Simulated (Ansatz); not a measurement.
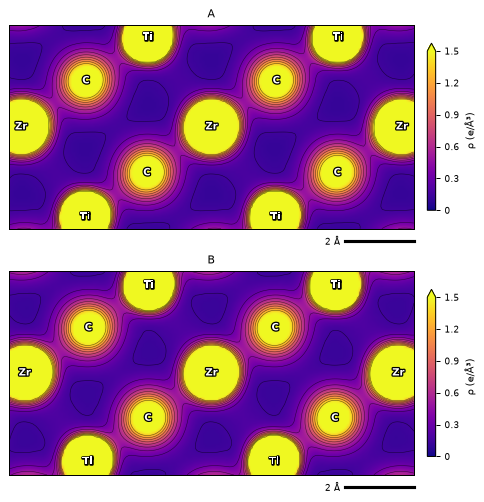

ZrTi$_{3}$C$_{4}$. The valence electron density of two cells that differ in size, on the (001) plane of each (indices in the axes of the calculation cell), at one length scale and on one colour scale: A has 11.6 Å³ an atom and B 11.0.

Space group I4/mmm; a structure generated by program, which may or may not match a known phase; computed without spin polarisation.

Method: Ansatz, DFT PBE, scalar-relativistic, plane waves, PAW.

### What does the compression do to the bonding and the properties?

From the larger cell to the smaller, Zr–C goes from 2.31 to 2.27 Å, and the density at its midpoint from 0.48 to 0.52 e/Å³; Ti–C goes from 2.20 to 2.16 Å, and the density at its midpoint from 0.48 to 0.52 e/Å³; the pressure goes from −12 to 0.0 GPa.
